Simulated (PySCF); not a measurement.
The calculation's input:

```
{"job": {"kind": "nmr", "xc": "PBE0", "basis": "pcSseg-1"}, "charge": 0, "multiplicity": 1}
C     -1.820966    -1.743083    -0.019471
P     -1.158064    -0.231746     0.226646
P     -2.397724     1.106699     1.490397
C     -0.646482     1.001373    -1.112691
C      0.836632     0.834083    -1.195138
C      1.451551     0.181444    -0.194213
C      2.920814    -0.061002    -0.099597
C      0.555573    -0.339060     0.897621
H     -1.146041    -2.544866    -0.331349
H     -2.880860    -1.826963    -0.266369
H     -3.442788     1.132806     0.516193
H     -2.978073     0.030227     2.223453
H     -1.170664     0.758071    -2.050988
H     -0.929897     2.031574    -0.828799
H      1.399114     1.228216    -2.048416
H      3.336796     0.384597     0.819863
H      3.138981    -1.141241    -0.051768
H      3.457079     0.362587    -0.960509
H      0.758289    -1.388742     1.166054
H      0.643772     0.252898     1.825570
```

Launched as:

```sh
OMP_NUM_THREADS=1 python probes_run.py task.json out
```

Geometry: PBE0-D3(BJ)/def2-SVP.

These are results of PySCF, PBE0/pcSseg-1, SCF density, gas phase, non-relativistic, not measurements.

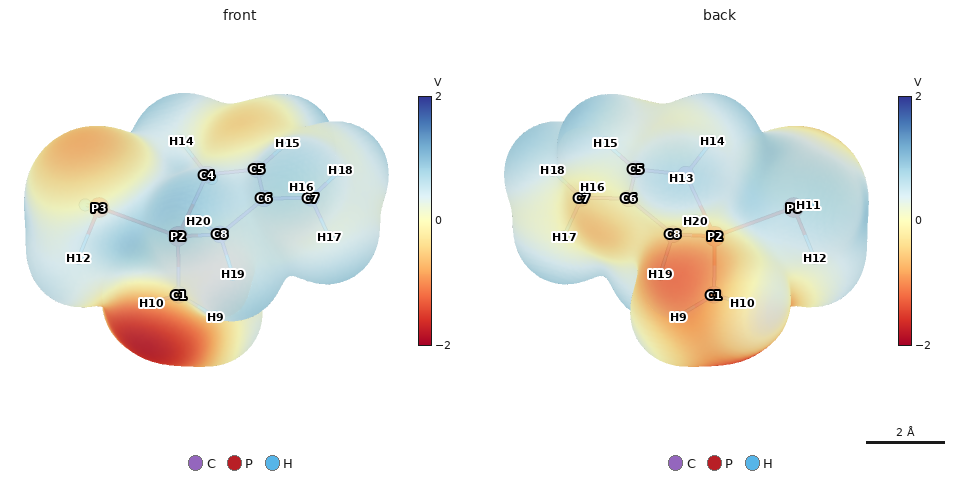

C$_{6}$H$_{12}$P$_{2}$. The electrostatic potential painted on the density surface at 0.002 e/bohr³, seen from the front and from behind; red is negative and blue positive.

Question: Describe the electrostatic potential map.

Answer: The most negative region (about −1.8 V) lies over C1, the most positive (about +0.9 V) over P3, H15 and H20.
